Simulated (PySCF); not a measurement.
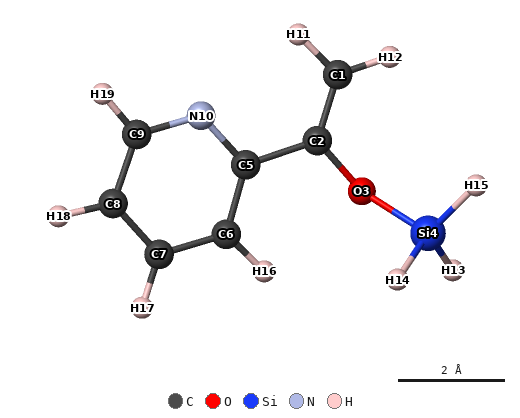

This is the input geometry for a relaxation of C7H9NOSi. A ball-and-stick model, seen face on.

The start comes from GFN2-xTB. Its atoms were then displaced at random by about 0.01 Å.

These are results of PySCF 2.14.0, density-fitted response routines, PBE0-D3(BJ)/def2-SVP geometry optimisation, gas phase, not measurements.

```xyz
19

C     1.0296    2.1638    0.5215
C     0.8234    0.9900   -0.0419
O     1.8133    0.3388   -0.6869
Si    3.1337   -0.5246   -0.1624
C    -0.4766    0.3048   -0.0426
C    -0.6544   -0.9098   -0.6775
C    -1.8844   -1.5213   -0.6265
C    -2.9042   -0.8819    0.0530
C    -2.6460    0.3382    0.6797
N    -1.4674    0.9152    0.6313
H     0.1723    2.6879    0.9884
H     1.9768    2.6705    0.5151
H     3.7504   -0.7162   -1.4397
H     2.6282   -1.7775    0.4583
H     3.8851    0.1993    0.8280
H     0.1729   -1.3558   -1.1942
H    -2.0588   -2.4579   -1.1172
H    -3.9127   -1.3195    0.1275
H    -3.4118    0.8633    1.2067
```

**Where does the relaxation end?**

After 17 geometry steps the energy has fallen by 8.17 kcal/mol. The largest move after the best rigid fit is that of H14, 2.20 Å. Largest moves by element: H 2.20 Å, O 0.73 Å, C 0.65 Å, Si 0.53 Å, N 0.09 Å. Some distances before and after: Si4–H13 1.431 → 1.486 Å, Si4–H15 1.439 → 1.492 Å, C9–H19 1.068 → 1.096 Å, C1–C2 1.318 → 1.341 Å. Among the angles between lasting bonds that change: O3–Si4–H13 97.5° → 104.8°, C2–O3–Si4 133.0° → 126.2°, H13–Si4–H15 117.2° → 110.8°. Groups turn about C2–O3 by about 75°.

Final geometry:

```xyz
19

C     1.1556    1.6662    0.9160
C     0.8347    0.5449    0.2547
O     1.7293   -0.2896   -0.3325
Si    3.4013   -0.1071   -0.3392
C    -0.5665    0.0868    0.0934
C    -0.8497   -1.1006   -0.5931
C    -2.1780   -1.4955   -0.7203
C    -3.1744   -0.6998   -0.1638
C    -2.7861    0.4661    0.5008
N    -1.5250    0.8502    0.6274
H     0.3513    2.2604    1.3476
H     2.1886    2.0006    1.0341
H     3.9075   -1.2788   -1.1000
H     3.9299   -0.1095    1.0563
H     3.7860    1.1677   -1.0131
H    -0.0325   -1.6879   -1.0106
H    -2.4310   -2.4173   -1.2502
H    -4.2297   -0.9693   -0.2390
H    -3.5418    1.1196    0.9524
```

The end point in the same view:

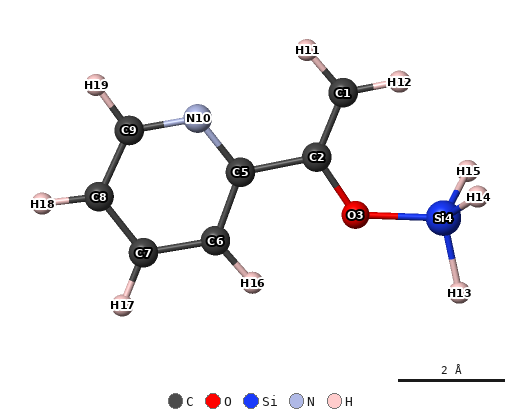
